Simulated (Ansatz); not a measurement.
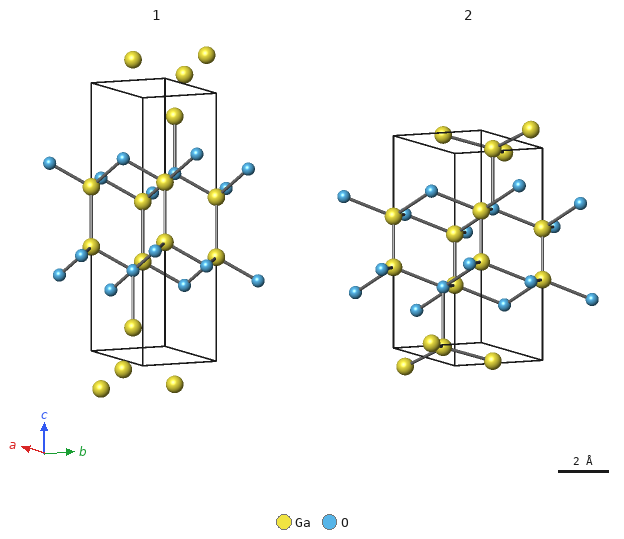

Two geometries of solid Ga₂O (a generated structure, set up in P-3m1) (coarse preliminary run), drawn at one scale. One is the start of a relaxation, the other its converged end. The picture is a ball-and-stick view of the cell of the calculation, seen from a free direction.

Computed with DFT PBEsol, scalar-relativistic, plane waves, PAW in Ansatz 0.2.0. Set-up: plane-wave cutoff 420 eV; k-point mesh 6 × 6 × 2; occupations gaussian; smearing width 0.1 eV; no spin polarisation; cell and atoms relaxed; force threshold 0.05 eV/Å; at most 80 steps.

**Which of the two is the end point?**

Structure 1 is the relaxed one. The largest moves relative to the cell, 0.86 Å, are those of Ga atoms. By element the largest moves are Ga 0.86 Å, O 0.08 Å. Cell: a = b 3.627 → 3.044 Å (−16.1 %), c 8.884 → 11.216 Å (+26.2 %). Volume −11.1 %. Near-neighbour distances that change, for instance: Ga–Ga 2.134 → 2.837 Å, Ga–Ga 2.132 → 2.513 Å, Ga–O 2.195 → 1.949 Å, Ga–O 2.514 → 2.395 Å. Bonds break: Ga–Ga (2.13 → 2.84 Å). Bond angles that change, for instance: O–Ga–O 111.4° → 102.7°, Ga–O–Ga 111.4° → 102.7°, Ga–Ga–O 107.4° → 115.6°. The space group stays P-3m1 (No. 164). The energy falls by 4.347 eV per cell of the calculation in 13 accepted moves (16 points after the start). The largest force component goes from 4.9 to 0.021 eV/Å. The pressure goes from 4.65 to 0.11 GPa. The line search rejected the trial step at point 9 of the run. The SCF was repeated twice at an unchanged geometry on a basis and grid sized afresh for the cell, which shifted the energy by 0.178 eV per cell of the calculation at most.

Limits of the set-up: layers or molecules are held without a dispersion correction, so their spacing is unreliable.
